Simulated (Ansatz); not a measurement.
A series of calculations on BH2OClF2

## 1. Relaxation

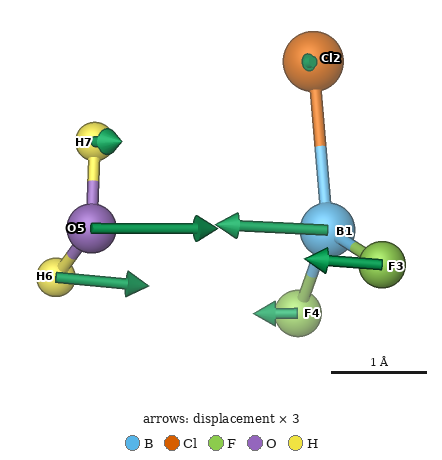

A relaxation of BH2OClF2. The starting structure is drawn; green arrows show the displacements, 3 times their true length. The two geometries are superimposed by the best rigid fit.

The picture is a ball-and-stick view, seen at a tilt.

The run prepares an end point of a later path (reaction) calculation, from a guessed geometry.

Method: RKS r2SCAN-D4/def2-SVP (Ansatz 0.2.0).

Input file:
```yaml
crystal:
  periodic: [false, false, false]
  atoms:
    - { symbol: B, position_ang: [0.06065, 0.329844, 0.06147] }
    - { symbol: Cl, position_ang: [-0.022533, 0.616503, 1.861619] }
    - { symbol: F, position_ang: [1.197011, 0.495228, -0.564714] }
    - { symbol: F, position_ang: [-1.062447, 0.139531, -0.594596] }
    - { symbol: O, position_ang: [0.175898, -2.222019, 0.530476] }
    - { symbol: H, position_ang: [-0.704866, -2.464798, 0.212249] }
    - { symbol: H, position_ang: [0.005786, -1.923889, 1.454196] }
basis:
  gaussian: { orbitals: def2-SVP }
hamiltonian:
  xc: r2scan
  dispersion: d4
relax:
  f_tol: 0.03
  max_steps: 50
```

Run as
```bash
ansatz run input.yaml --threads 2 --pin off --max-ram 3072MiB --backend cpu --events-out ev --progress --plain --runs-dir out
```

Question: What happened in the run?

Answer: The energy falls by 0.360 eV in 7 geometry steps. The largest force component goes from 1.1 to 0.01 eV/Å. The atom that moves furthest after the best rigid fit is O5 (0.47 Å). By element the largest moves are O 0.47 Å, B 0.41 Å, H 0.33 Å, F 0.28 Å, Cl 0.06 Å. Near-neighbour distances that change, for instance: B1–O5 2.597 → 1.727 Å, B1–F4 1.315 → 1.354 Å, B1–F3 1.308 → 1.337 Å, O5–H7 0.985 → 0.974 Å. Bond angles that change, for instance: F3–B1–F4 121.4° → 116.9°, Cl2–B1–F3 119.5° → 115.5°, H6–O5–H7 103.1° → 106.6°. Cost: 29 s on 2 threads of Intel(R) Xeon(R) Platinum 8259CL CPU @ 2.50GHz (Skylake/Cascade Lake), with other jobs on the host, peak memory 0.18 GiB.

Limits of the set-up: the start holds two separate molecules, 2.6 Å apart at their closest, whose relative position is a soft coordinate.

## 2. Relaxation

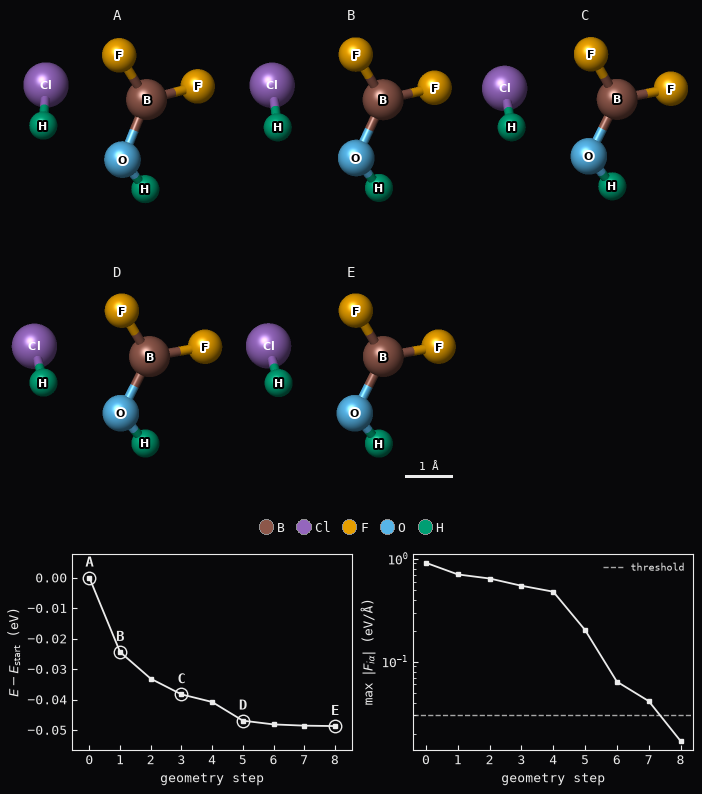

Frames of a relaxation of BH2OClF2, marked on the history of the run. Style: ball-and-stick. Shown at a tilt.

The run prepares an end point of a later path (reaction) calculation, from a guessed geometry.

Method: RKS r2SCAN-D4/def2-SVP (Ansatz 0.2.0).

Input
```yaml
crystal:
  periodic: [false, false, false]
  atoms:
    - { symbol: B, position_ang: [0.027457, -0.449143, -0.410144] }
    - { symbol: Cl, position_ang: [-0.171419, 0.052127, 2.606971] }
    - { symbol: F, position_ang: [1.141573, 0.252949, -0.445977] }
    - { symbol: F, position_ang: [-1.108632, 0.099314, -0.820607] }
    - { symbol: O, position_ang: [0.103292, -1.768146, -0.006746] }
    - { symbol: H, position_ang: [-0.757664, -2.209954, -0.008598] }
    - { symbol: H, position_ang: [0.414894, -1.006746, 2.0458] }
basis:
  gaussian: { orbitals: def2-SVP }
hamiltonian:
  xc: r2scan
  dispersion: d4
relax:
  f_tol: 0.03
  max_steps: 50
```

Run as
```bash
ansatz run input.yaml --threads 2 --pin off --max-ram 3072MiB --backend cpu --events-out ev --progress --plain --runs-dir out
```

Describe the path.

Answer. The largest move after the best rigid fit is that of Cl2, 0.26 Å. By element the largest moves are Cl 0.26 Å, F 0.24 Å, O 0.12 Å, B 0.07 Å, H 0.07 Å. Near-neighbour distances that change, for instance: Cl2–H7 1.334 → 1.293 Å, B1–O5 1.381 → 1.356 Å. Over 8 geometry steps the energy falls by 0.049 eV. The largest force component goes from 0.91 to 0.017 eV/Å. The run took 23 s on 2 threads of Intel(R) Xeon(R) Platinum 8259CL CPU @ 2.50GHz (Skylake/Cascade Lake), on a shared host, peak memory 0.18 GiB. From step 0 to 1: Cl2 moves most (0.17 Å), energy −0.024 eV. From step 1 to 3: F4 moves most (0.08 Å), energy −0.014 eV. From step 3 to 5: F4 moves most (0.08 Å), energy −0.009 eV. From step 5 to 8: H7 moves most (0.03 Å), energy −0.002 eV.

| step | E − E(0), eV | largest force component, eV/Å |
| --- | --- | --- |
| 0 | 0.0000 | 0.9117 |
| 1 | -0.0244 | 0.7031 |
| 2 | -0.0332 | 0.6419 |
| 3 | -0.0383 | 0.5459 |
| 4 | -0.0408 | 0.4779 |
| 5 | -0.0469 | 0.2027 |
| 6 | -0.0482 | 0.0638 |
| 7 | -0.0486 | 0.0413 |
| 8 | -0.0487 | 0.0169 |

Limits of the set-up: the start holds two separate molecules, 2.2 Å apart at their closest, whose relative position is a soft coordinate.

## 3. Path

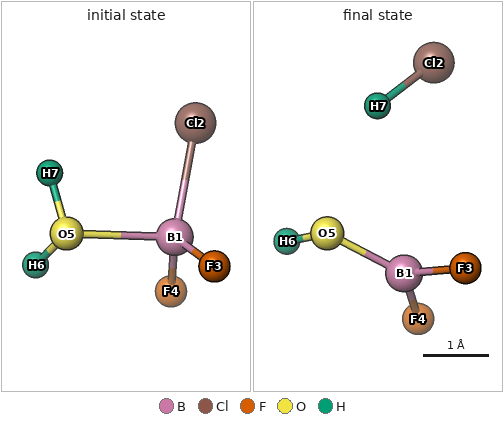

The two relaxed end points of a path for BH$_{2}$OClF$_{2}$. A ball-and-stick model, seen face on.

Theory: Ansatz 0.2.0, RKS r2SCAN-D4/def2-SVP.

Set-up: 9 movable images; climbing image; force threshold 0.05 eV/Å; iteration limit 46.

Start:
```xyz
7

B     0.0457   -0.0647    0.1563
Cl   -0.0760    0.5941    1.8660
F     1.1811    0.2189   -0.4911
F    -1.1000   -0.0093   -0.5624
O     0.1487   -1.7629    0.4522
H    -0.6817   -2.1441    0.1190
H     0.1316   -1.8615    1.4207
```

End:
```xyz
7

B     0.0181   -0.4776   -0.4913
Cl    0.0075    0.0147    2.8031
F     1.1323    0.2227   -0.5348
F    -1.0814    0.0141   -1.0459
O     0.0312   -1.6988    0.0981
H    -0.8344   -2.1290    0.0740
H     0.3762   -0.9756    2.0575
```

Question: What barrier does the band find between them, and by what path?

Answer: The energy climbs by 59.7 kJ/mol to image 3 and then falls by 71.6 kJ/mol, so the end point sits at −11.9 kJ/mol. Breaking: B1–Cl2 (1.84 → 2.22 at the top → 3.33 Å), O5–H7 (0.97 → 1.25 at the top → 2.12 Å). Forming: Cl2–H7 (2.50 → 1.54 at the top → 1.29 Å). The band converged in 16 iterations. The largest component of the band force went from 6.1 to 0.048 eV/Å. The climbing image converged on the top of the path. Its vibrational analysis gives one imaginary mode (889i cm⁻¹), as a transition state must have.

Energies of the converged images:

```csv
image,path (Å),E (kJ/mol)
0,0.00,0.0
1,0.30,6.9
2,0.60,33.4
3,0.89,59.7
4,1.10,44.9
5,1.30,18.3
6,1.51,0.6
7,1.71,-7.5
8,1.92,-10.7
9,2.13,-11.8
10,2.33,-11.9
```

The geometry at the top of the path:

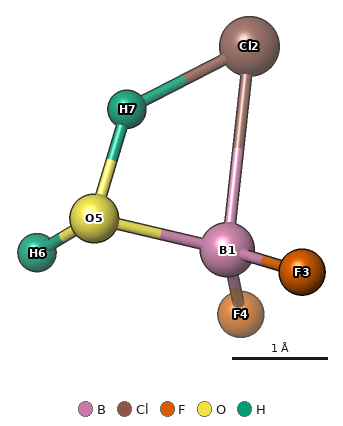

Cost: 5.5 min on 2 threads of Intel(R) Xeon(R) Platinum 8259CL CPU @ 2.50GHz (Skylake/Cascade Lake), with other jobs on the host, peak memory 0.16 GiB.
